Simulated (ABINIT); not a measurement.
# CaO (Fm-3m): a self-consistent loop beyond G0W0, cycle by cycle

Aim: iterate the self-energy on CaO (Fm-3m) and follow the gap from cycle to cycle.

Method: PBE and many-body steps on it, plane waves, in ABINIT 10.8.3.

### Step 1. Starting point

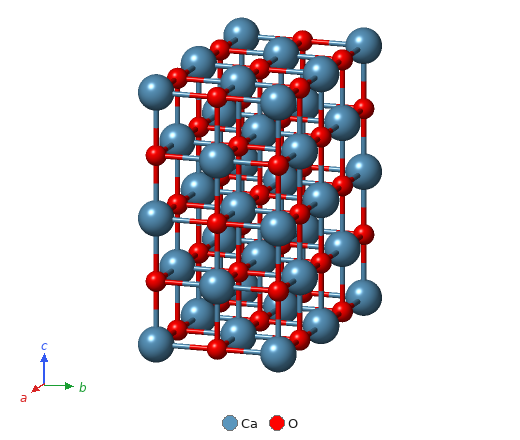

The cell as given, slightly off an axis (calcium blue, oxygen red). 2×1×2 cells are drawn. This picture shows the conventional cell, with its axes. Some periodic images of atoms are drawn too.

The cell and positions are those that the Materials Project relaxed with its own functionals (PBE, PBE+U or r2SCAN), kept fixed.

### Step 2. Empty states on the mesh, 4×4×4 mesh, 45 bands

This step: ABINIT 10.8.3; DFT, PBE, plane waves, norm-conserving pseudopotentials.

The sums over transitions need many empty states on a uniform mesh; this step solves for them.

Input file run.abi:

```
acell 3*1.0 Angstrom
rprim 
  -0.000000000000 2.403555696000 2.403555696000
  2.403555696000 -0.000000000000 2.403555696000
  2.403555696000 2.403555696000 -0.000000000000
ntypat 2
znucl 20 8
natom 2
typat 1 2
xred 
  0.000000000000 0.000000000000 0.000000000000
  0.500000000000 0.500000000000 0.500000000000
pp_dirpath "pseudos"
pseudos "Ca.upf, O.upf"
ecut 36
ngkpt 4 4 4
nshiftk 1
shiftk 0 0 0
kptopt 1
chksymbreak 0
iscf -2
irdden 1
istwfk *1
nband 45
nbdbuf 4
tolwfr 1e-09
nstep 60
prtvol 0
indata_prefix "in"
outdata_prefix "out"
tmpdata_prefix "tmp"
```

Run with:

```sh
OMP_NUM_THREADS=1 mpirun -n 4 abinit run.abi > log
```

Numbers of over 12 decimals in the logs are rounded to 6 here.

The program printed:

```text
.Version 10.8.3 of ABINIT. v10.8.2 released Aug 2026.

 Symmetries : space group Fm -3 m (#225); Bravais cF (face-center cubic)
[... echo of the input left out ...]
== DATASET  1 ==================================================================
-   mpi_nproc: 4, omp_nthreads: 1 (-1 if OMP is not activated)

--- !DatasetInfo
iteration_state: {dtset: 1, }
dimensions: {natom: 2, nkpt: 8, mband: 45, nsppol: 1, nspinor: 1, nspden: 1, mpw: 1964, }
cutoff_energies: {ecut:  36.0, pawecutdg:  -1.0, }
[...]
1.21584    1.21584    1.53721    1.70455    1.70455    1.70455    1.85025    1.85025
   1.95063    1.95063    1.95063    1.99996    2.30554    2.30554    2.30554    2.33112
   2.41726    2.41726    2.41747    2.42411    2.42411
 prteigrs : prtvol=0 or 1, do not print more k-points.

== END DATASET(S) ==============================================================
================================================================================

 -outvars: echo values of variables after computation  --------
            nband          45
             nkpt           8
          spgroup         225
 [... the other variables as echoed above ...]

 Calculation completed.
```

Elapsed: 5.9 s, on 4 MPI ranks of Arm Neoverse V1, shared host; peak memory 0.26 GiB.

This step gave:

```
gap                                                           : 3.662 eV
k of the valence top                                          : 0, 0, 0
k of the conduction bottom                                    : 0.5, 0.5, 0
least direct gap                                              : 4.035 eV
k points computed                                             : 8
lowest point of the top converged band, above the valence top : 54.2486 eV
```

On this mesh the gap is 3.662 eV.

The density comes from a self-consistent run that is not shown.

### Step 3. Screening, 4×4×4 mesh, 41 bands, screening to 130.6 eV

The RPA dielectric matrix is built and inverted for each q.

This step: RPA screening on PBE, plane waves, norm-conserving pseudopotentials.

run.abi, as its differences from that of step 2:

```diff
@@ -20,10 +20,11 @@
 chksymbreak 0
-iscf -2
-irdden 1
 istwfk *1
-nband 45
-nbdbuf 4
-tolwfr 1e-09
-nstep 60
-prtvol 0
+occopt 1
+irdwfk 1
+optdriver 3
+nband 41
+ecuteps 4.8
+inclvkb 2
+awtr 1
+symchi 1
 indata_prefix "in"
```

The program printed:

```text
.Version 10.8.3 of ABINIT. v10.8.2 released Aug 2026.

 Symmetries : space group Fm -3 m (#225); Bravais cF (face-center cubic)
[... echo of the input left out ...]
== DATASET  1 ==================================================================
-   mpi_nproc: 4, omp_nthreads: 1 (-1 if OMP is not activated)

--- !DatasetInfo
iteration_state: {dtset: 1, }
dimensions: {natom: 2, nkpt: 8, mband: 41, nsppol: 1, nspinor: 1, nspden: 1, mpw: 1964, }
cutoff_energies: {ecut:  36.0, pawecutdg:  -1.0, }
electrons: {nelect:   1.60000000E+01, charge:   0.00000000E+00, occopt:   1.00000000E+00, tsmear:   1.00000000E-02, }

 SCREENING: Calculation of the susceptibility and dielectric matrices

 Based on a program developped by R.W. Godby, V. Olevano, G. Onida, and L. Reining.
 Incorporated in ABINIT by V. Olevano, G.-M. Rignanese, and M. Torrent.
.Using double precision arithmetic ; gwpc =  8

[... cell and pseudopotentials left out ...]
--------------------------------------------------------------------------------

 ==== K-mesh for the wavefunctions ====
 Number of points in the irreducible wedge :     8
[... list of points left out ...]
 Together with 48 symmetry operations and time-reversal symmetry
 yields    64 points in the full Brillouin Zone.

 ==== Q-mesh for the screening function ====
 Number of points in the irreducible wedge :     8
[... list of points left out ...]
 Together with 48 symmetry operations and time-reversal symmetry
 yields    64 points in the full Brillouin Zone.

 setmesh: FFT mesh size selected  =    24x   24x   24
          total number of points  =        13824

 vcoul_init : cutoff-mode = AUXILIARY_FUNCTION
 q-points for optical limit:   1
     1)      0.000010    0.000020    0.000030

- screening: taking advantage of time-reversal symmetry
- Maximum band index for partially occupied states nbvw = 8
- Remaining bands to be divided among processors   nbcw = 33
- Number of bands treated by each node ~8

 Number of electrons calculated from density =   16.0000; Expected =   16.0000
 average of density, n =  0.085375
 r_s =    1.4088
 omega_plasma =   28.1852 [eV]

 calculating chi0 at frequencies [eV] :
  1    0.000000E+00    0.000000E+00
  2    0.000000E+00    2.818519E+01

--------------------------------------------------------------------------------
  q-point number  1        q = ( 0.000000, 0.000000, 0.000000) [r.l.u.]
--------------------------------------------------------------------------------
[... chi0 elements left out ...]
 For q-point:  0.000010 0.000020 0.000030
  dielectric constant =   3.6650
  dielectric constant without local fields =   4.0157

  Average fulfillment of the sum rule on Im[epsilon] for q-point    1 :     47.75  [%]
[... wings left out ...]
  q-point number  2        q = ( 0.250000, 0.000000, 0.000000) [r.l.u.]
--------------------------------------------------------------------------------
[... chi0 elements left out ...]
  Average fulfillment of the sum rule on Im[epsilon] for q-point    2 :     66.02  [%]

 [... 6 further q-points ...]
```

The job ended after 5.9 s (4 MPI ranks; peak memory 0.42 GiB).

This step gave:

```
ε∞ with local fields, on this mesh, along the program's q direction : 3.665
the same without local fields                                       : 4.016
plasma frequency                                                    : 28.19 eV
plane waves in the screening matrix                                 : 113
```

Local fields lower ε∞ by 9 %. On a Γ-centred mesh this coarse the value itself is usually too large, while a short band sum pulls it down.

### Step 4. G0W0

The self-energy is evaluated for the states that the input lists, and the levels follow from it, in one-shot runs by the linearised quasiparticle equation.

This step: G0W0 on PBE, plane waves, norm-conserving pseudopotentials.

run.abi, as its differences from that of step 3:

```diff
@@ -23,8 +23,17 @@
 irdwfk 1
-optdriver 3
+optdriver 4
 nband 41
+gwcalctyp 0
+ecutsigx 36
+symsigma 1
+nkptgw 2
+kptgw 
+  0.0000000000 0.0000000000 0.0000000000
+  0.5000000000 0.5000000000 0.0000000000
+bdgw 
+  6 12
+  7 10
 ecuteps 4.8
-inclvkb 2
-awtr 1
-symchi 1
+irdscr 1
+ppmodel 1
 indata_prefix "in"
```

The program printed:

```text
.Version 10.8.3 of ABINIT. v10.8.2 released Aug 2026.

 Symmetries : space group Fm -3 m (#225); Bravais cF (face-center cubic)
[... echo of the input left out ...]
== DATASET  1 ==================================================================
-   mpi_nproc: 4, omp_nthreads: 1 (-1 if OMP is not activated)

--- !DatasetInfo
iteration_state: {dtset: 1, }
dimensions: {natom: 2, nkpt: 8, mband: 41, nsppol: 1, nspinor: 1, nspden: 1, mpw: 1964, }
cutoff_energies: {ecut:  36.0, pawecutdg:  -1.0, }
electrons: {nelect:   1.60000000E+01, charge:   0.00000000E+00, occopt:   1.00000000E+00, tsmear:   1.00000000E-02, }

 SIGMA: Calculation of the GW corrections

 Based on a program developped by R.W. Godby, V. Olevano, G. Onida, and L. Reining.
 Incorporated in ABINIT by V. Olevano, G.-M. Rignanese, and M. Torrent.
.Using double precision arithmetic ; gwpc =  8

[... cell and pseudopotentials left out ...]
--------------------------------------------------------------------------------

 ==== K-mesh for the wavefunctions ====
 Number of points in the irreducible wedge :     8
[... list of points left out ...]
 Together with 48 symmetry operations and time-reversal symmetry
 yields    64 points in the full Brillouin Zone.

 ==== Q-mesh for screening function ====
 Number of points in the irreducible wedge :     8
[... list of points left out ...]
 Together with 48 symmetry operations and time-reversal symmetry
 yields    64 points in the full Brillouin Zone.

 vcoul_init : cutoff-mode = AUXILIARY_FUNCTION
 q-points for optical limit:   1
     1)      0.000010    0.000020    0.000030
 setmesh: FFT mesh size selected  =    36x   36x   36
          total number of points  =        46656

 Number of electrons calculated from density =   16.0000; Expected =   16.0000
 average of density, n =  0.085375
 r_s =    1.4088
 omega_plasma =   28.1852 [eV]

 === KS Band Gaps ===
  >>>> For spin  1
   Minimum direct gap =   4.0354 [eV], located at k-point      :   0.5000  0.5000  0.0000
   Fundamental gap    =   3.6617 [eV], Top of valence bands at :   0.0000  0.0000  0.0000
                                       Bottom of conduction at :   0.5000  0.5000  0.0000
 SIGMA fundamental parameters:
 PLASMON POLE MODEL  1
 number of plane-waves for SigmaX                 1917
 number of plane-waves for SigmaC and W            113
 number of plane-waves for wavefunctions          1917
 number of bands                                    41
 number of independent spin polarizations            1
 number of spinorial components                      1
 number of k-points in IBZ                           8
 number of q-points in IBZ                           8
 number of symmetry operations                      48
 number of k-points in BZ                           64
 number of q-points in BZ                           64
 number of frequencies for dSigma/dE                 9
 frequency step for dSigma/dE [eV]                0.25
 number of omega for Sigma on real axis              0
 max omega for Sigma on real axis  [eV]           0.00
 zcut for avoiding poles [eV]                     0.10

 EPSILON^-1 parameters (SCR file):
 dimension of the eps^-1 matrix on file            113
 dimension of the eps^-1 matrix used               113
 number of plane-waves for wavefunctions          1917
 number of bands                                    41
 number of q-points in IBZ                           8
 number of frequencies                               2
 number of real frequencies                          1
 number of imag frequencies                          1

 matrix elements of self-energy operator (all in [eV])

 Perturbative Calculation

--- !SelfEnergy_ee
iteration_state: {dtset: 1, }
kpoint     : [   0.000,    0.000,    0.000, ]
spin       : 1
KS_gap     :    4.745
QP_gap     :    6.047
Delta_QP_KS:    1.303
data: !SigmaeeData |
     Band     E0 <VxcDFT>   SigX SigC(E0)      Z dSigC/dE  Sig(E)    E-E0       E
        6   5.095 -19.399 -24.614   4.568   0.789  -0.268 -19.909  -0.511   4.584
        7   5.095 -19.399 -24.614   4.568   0.789  -0.268 -19.909  -0.511   4.584
        8   5.095 -19.399 -24.614   4.568   0.789  -0.268 -19.909  -0.511   4.584
        9   9.840 -10.909  -6.359  -3.615   0.847  -0.181 -10.117   0.792  10.632
       10  11.332 -13.905  -6.986  -4.160   0.844  -0.184 -11.575   2.330  13.662
       11  11.332 -13.905  -6.986  -4.160   0.844  -0.184 -11.575   2.330  13.662
       12  11.332 -13.905  -6.986  -4.160   0.844  -0.184 -11.575   2.330  13.662

--- !SelfEnergy_ee
iteration_state: {dtset: 1, }
kpoint     : [   0.500,    0.500,    0.000, ]
spin       : 1
KS_gap     :    4.035
QP_gap     :    6.221
Delta_QP_KS:    2.186
data: !SigmaeeData |
     Band     E0 <VxcDFT>   SigX SigC(E0)      Z dSigC/dE  Sig(E)    E-E0       E
        7   4.721 -18.930 -24.281   4.543   0.790  -0.266 -19.568  -0.639   4.083
        8   4.721 -18.930 -24.281   4.543   0.790  -0.266 -19.568  -0.639   4.083
        9   8.757 -11.435  -5.853  -3.766   0.852  -0.174  -9.888   1.547  10.304
       10  13.145 -16.134  -8.827  -4.151   0.834  -0.199 -13.502   2.632  15.777

== END DATASET(S) ==============================================================
================================================================================

 -outvars: echo values of variables after computation  --------
           etotal      0.0000000000E+00
            nband          41
             nkpt           8
          spgroup         225
 [... the other variables as echoed above ...]

 Calculation completed.
```

Run time: 3.4 s. Hardware: 4 MPI ranks; peak memory 0.42 GiB.

This step gave:

```yaml
g0w0_gap_on_the_points_computed: 5.720 eV
starting_gap_on_the_mesh: 3.662 eV
k_of_the_valence_top: 0, 0, 0
k_of_the_conduction_bottom: 0.5, 0.5, 0
z_at_the_valence_top: 0.789
z_at_the_conduction_bottom: 0.852
least_direct_g0w0_gap_on_the_computed_points: 6.048 eV
```

The gap on the mesh goes from 3.66 eV to 5.72 eV, a correction of +2.06 eV.

### Step 5. evGW0, cycle 1

This step: evGW0 on PBE, plane waves, norm-conserving pseudopotentials.

run.abi, as its differences from that of step 4:

```diff
@@ -25,12 +25,24 @@
 nband 41
-gwcalctyp 0
+gwcalctyp 10
 ecutsigx 36
 symsigma 1
-nkptgw 2
+nkptgw 8
 kptgw 
   0.0000000000 0.0000000000 0.0000000000
+  0.2500000000 0.0000000000 0.0000000000
+  0.5000000000 0.0000000000 0.0000000000
+  0.2500000000 0.2500000000 0.0000000000
+  0.5000000000 0.2500000000 0.0000000000
+  -0.2500000000 0.2500000000 0.0000000000
   0.5000000000 0.5000000000 0.0000000000
+  -0.2500000000 0.5000000000 0.2500000000
 bdgw 
-  6 12
-  7 10
+  1 14
+  1 14
+  1 14
+  1 14
+  1 14
+  1 14
+  1 14
+  1 14
 ecuteps 4.8
```

The program printed:

```text
.Version 10.8.3 of ABINIT. v10.8.2 released Aug 2026.

 Symmetries : space group Fm -3 m (#225); Bravais cF (face-center cubic)
[... echo of the input left out ...]
== DATASET  1 ==================================================================
-   mpi_nproc: 4, omp_nthreads: 1 (-1 if OMP is not activated)

--- !DatasetInfo
iteration_state: {dtset: 1, }
dimensions: {natom: 2, nkpt: 8, mband: 41, nsppol: 1, nspinor: 1, nspden: 1, mpw: 1964, }
cutoff_energies: {ecut:  36.0, pawecutdg:  -1.0, }
electrons: {nelect:   1.60000000E+01, charge:   0.00000000E+00, occopt:   1.00000000E+00, tsmear:   1.00000000E-02, }

 SIGMA: Calculation of the GW corrections

 Based on a program developped by R.W. Godby, V. Olevano, G. Onida, and L. Reining.
 Incorporated in ABINIT by V. Olevano, G.-M. Rignanese, and M. Torrent.
.Using double precision arithmetic ; gwpc =  8

[... cell and pseudopotentials left out ...]
--------------------------------------------------------------------------------

 ==== K-mesh for the wavefunctions ====
 Number of points in the irreducible wedge :     8
[... list of points left out ...]
 Together with 48 symmetry operations and time-reversal symmetry
 yields    64 points in the full Brillouin Zone.

 ==== Q-mesh for screening function ====
 Number of points in the irreducible wedge :     8
[... list of points left out ...]
 Together with 48 symmetry operations and time-reversal symmetry
 yields    64 points in the full Brillouin Zone.

 vcoul_init : cutoff-mode = AUXILIARY_FUNCTION
 q-points for optical limit:   1
     1)      0.000010    0.000020    0.000030
 setmesh: FFT mesh size selected  =    36x   36x   36
          total number of points  =        46656

 Number of electrons calculated from density =   16.0000; Expected =   16.0000
[...]
QP_gap     :    6.221
Delta_QP_KS:    2.186
data: !SigmaeeData |
     Band     E_DFT   <VxcDFT>   E(N-1)  <Hhartree>   SigX  SigC[E(N-1)]    Z     dSigC/dE  Sig[E(N)]  DeltaE  E(N)_pert E(N)_diago
[...]
--- !SelfEnergy_ee
iteration_state: {dtset: 1, }
kpoint     : [  -0.250,    0.500,    0.250, ]
spin       : 1
KS_gap     :    7.373
QP_gap     :   10.313
Delta_QP_KS:    2.940
data: !SigmaeeData |
     Band     E_DFT   <VxcDFT>   E(N-1)  <Hhartree>   SigX  SigC[E(N-1)]    Z     dSigC/dE  Sig[E(N)]  DeltaE  E(N)_pert E(N)_diago
[...]
13    15.061   -18.345    15.061    33.405    -9.875    -4.395     0.827    -0.210   -14.977     3.368    18.428    19.135
       14    19.007   -12.278    19.007    31.285    -5.942    -4.603     0.834    -0.199   -10.832     1.446    20.453    20.741

 New Fermi energy :        2.760061E-01 Ha ,    7.510507E+00 eV
 New Exchange energy :    -8.108798E+00 Ha ,   -2.206516E+02 eV

 === QP Band Gaps ===
  >>>> For spin  1
   Minimum direct gap =   6.3273 [eV], located at k-point      :   0.0000  0.0000  0.0000
   Fundamental gap    =   6.1255 [eV], Top of valence bands at :   0.0000  0.0000  0.0000
                                       Bottom of conduction at :   0.5000  0.5000  0.0000

 writing QP data on file : out_QPS

 Convergence of QP corrections
 >>>>> For spin  1 <<<<<
.  kptgw no:  1; Maximum DeltaE = (   2.797  -0.002) for band index: 13
.  kptgw no:  2; Maximum DeltaE = (   3.040  -0.001) for band index: 14
.  kptgw no:  3; Maximum DeltaE = (   3.497   0.003) for band index: 14
[...]
.  kptgw no:  7; Maximum DeltaE = (   3.384   0.003) for band index: 13
.  kptgw no:  8; Maximum DeltaE = (   3.405   0.016) for band index: 12

== END DATASET(S) ==============================================================
================================================================================

 -outvars: echo values of variables after computation  --------
           etotal      0.0000000000E+00
            nband          41
             nkpt           8
          spgroup         225
 [... the other variables as echoed above ...]

 Calculation completed.
```

Run time: 23 s. Hardware: 4 MPI ranks; peak memory 0.78 GiB; 93 s of CPU time.

This step gave:

| Quantity | Value |
| --- | --- |
| quasiparticle gap on the mesh | 6.125 eV |
| gap of the density functional on the mesh | 3.662 eV |
| k of the valence top | 0, 0, 0 |
| k of the conduction bottom | 0.5, 0.5, 0 |
| Z at the valence top | 0.789 |
| Z at the conduction bottom | 0.852 |
| least direct quasiparticle gap on the computed points | 6.327 eV |

Against G0W0 in ABINIT (4×4×4 mesh, 41 bands, screening to 130.6 eV, Godby-Needs plasmon pole), the gap moves by +0.405 eV. This first cycle still uses the starting levels; it takes the full correction, at all points of the mesh, and its linearised value is 5.720 eV.

### Step 6. evGW0, cycle 2

The corrected levels of the last cycle go back in.

run.abi, as its differences from that of step 5:

```diff
@@ -50,2 +50,3 @@
 ppmodel 1
+irdqps 1
 indata_prefix "in"
```

The program printed:

```text
.Version 10.8.3 of ABINIT. v10.8.2 released Aug 2026.

 Symmetries : space group Fm -3 m (#225); Bravais cF (face-center cubic)
[... echo of the input left out ...]
== DATASET  1 ==================================================================
-   mpi_nproc: 4, omp_nthreads: 1 (-1 if OMP is not activated)

--- !DatasetInfo
iteration_state: {dtset: 1, }
dimensions: {natom: 2, nkpt: 8, mband: 41, nsppol: 1, nspinor: 1, nspden: 1, mpw: 1964, }
cutoff_energies: {ecut:  36.0, pawecutdg:  -1.0, }
[...]
.  kptgw no:  3; Maximum DeltaE = (  -1.502   0.840) for band index:  1
[...]
.  kptgw no:  7; Maximum DeltaE = (  -0.665   0.532) for band index:  1
.  kptgw no:  8; Maximum DeltaE = (  -0.592   0.655) for band index:  1

== END DATASET(S) ==============================================================
================================================================================

 -outvars: echo values of variables after computation  --------
           etotal      0.0000000000E+00
            nband          41
             nkpt           8
          spgroup         225
 [... the other variables as echoed above ...]

 Calculation completed.
```

It took 23 s on 4 MPI ranks; peak memory 0.78 GiB.

This step gave:

| Property | Result |
| --- | --- |
| quasiparticle gap on the mesh | 6.078 eV |
| gap of the density functional on the mesh | 3.662 eV |
| k of the valence top | 0, 0, 0 |
| k of the conduction bottom | 0.5, 0.5, 0 |
| least direct quasiparticle gap on the computed points | 6.318 eV |

Against the cycle before, the gap moves by −0.047 eV.

[end of part 1 of 3]

[Paths, hosts, dates, memory and timing lines, banners, echoed tables and standing remarks are left out of the program output.]

[Logs are printed without paths, hosts, clocks, repeated set-up lines and the standing remarks that a program may print on its own settings, such as how far it seeks lower states.]

[Runs of the session that timed out or met a known fault of the program may be left out.]

[Hosts, paths, dates, database ids (printed as entryN), source tags and the programs' standing remarks are cut or masked in the printed files.]

[G0W0 gaps are taken among the corrected bands and points alone; a level outside them can change the order at an edge.]

[Where Ansatz stands beside ABINIT at settings called matched, ABINIT's density can come from a denser mesh and the files from another edition; pairs whose starting gaps differed by over 0.03 eV were left out, so agreement reads better than it is.]
